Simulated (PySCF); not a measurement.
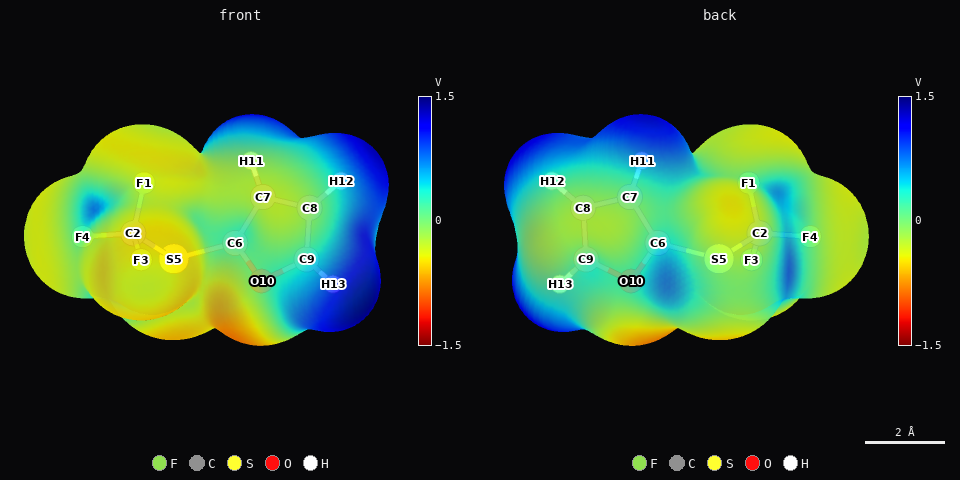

*C₅H₃F₃OS (SMILES FC(F)(F)Sc1ccco1). The electrostatic potential painted on the density surface at 0.002 e/bohr³, seen from the front and from behind; red is negative and blue positive.*

Geometry: GFN2-xTB, NEB image 0 of 0 to 8.

Level of theory: PySCF, PBE0/pcSseg-1, SCF density, gas phase, non-relativistic.

Input

```
{"job": {"kind": "nmr", "xc": "PBE0", "basis": "pcSseg-1", "pop": false}, "charge": 0, "multiplicity": 1}
F      2.092200    -0.406800     1.277800
C      2.435600     0.012600     0.058100
F      2.293800     1.337700     0.051900
F      3.719000    -0.263900    -0.122200
S      1.412200    -0.792300    -1.240500
C     -0.151900    -0.323300    -0.599300
C     -0.923200    -0.891600     0.375000
C     -2.077200    -0.082000     0.459200
C     -1.918000     0.900200    -0.473500
O     -0.756100     0.761600    -1.119700
H     -0.682900    -1.759700     0.952100
H     -2.906700    -0.216200     1.121700
H     -2.541200     1.724300    -0.758400
```

Launched as:

```sh
OMP_NUM_THREADS=1 python probes_run.py task.json out
```

> Where is the surface potential most negative and most positive?

The most negative region (about −0.8 V) lies over O10, the most positive (about +1.4 V) over H13.
